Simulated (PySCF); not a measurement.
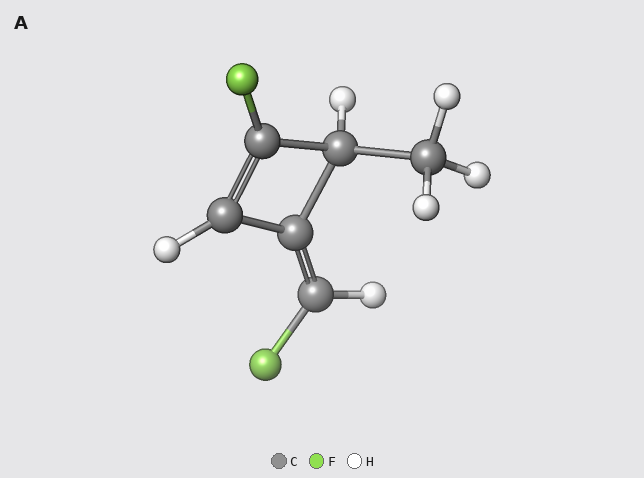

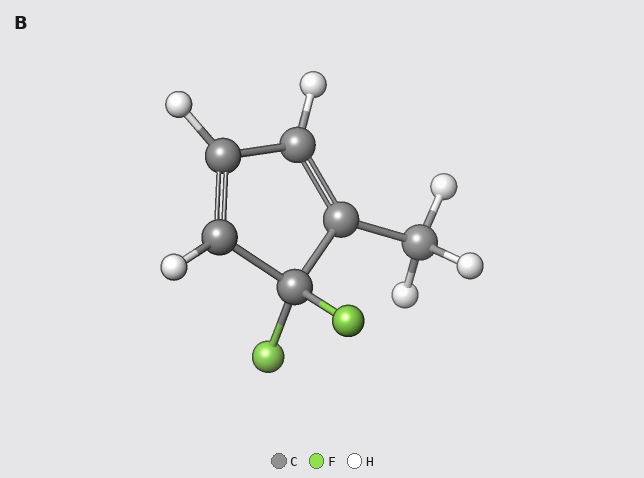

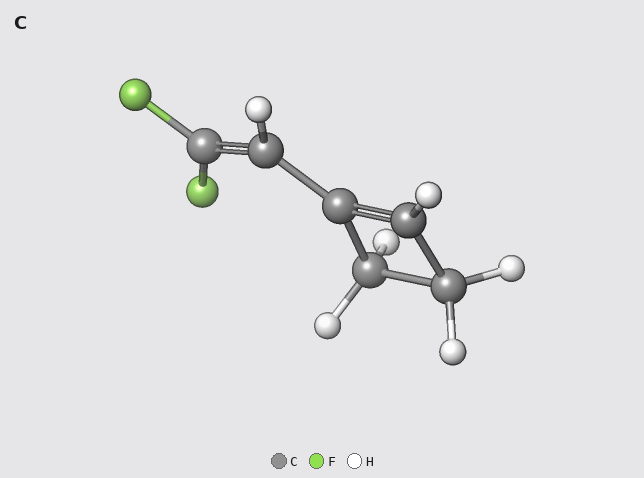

3 stationary structures of one formula. Geometries: GFN2-xTB. Electronic energies: PBE0/pcSseg-1 (PySCF 2.14.0), without zero-point energy. No frequency run is at hand to confirm each as a minimum. Each is one conformer, not always the lowest.

Question: Are they conformers, stereoisomers or constitutional isomers?

Answer: They are constitutional isomers of C6H6F2: A `C[C@@H]1C(F)=C/C1=C\F`, B `CC1=CC=CC1(F)F`, C `FC(F)=CC1=CCC1`.

Question: Rank them by energy, lowest first.

Answer: B is lowest; C lies 0.940 eV above it, A lies 1.200 eV above it.
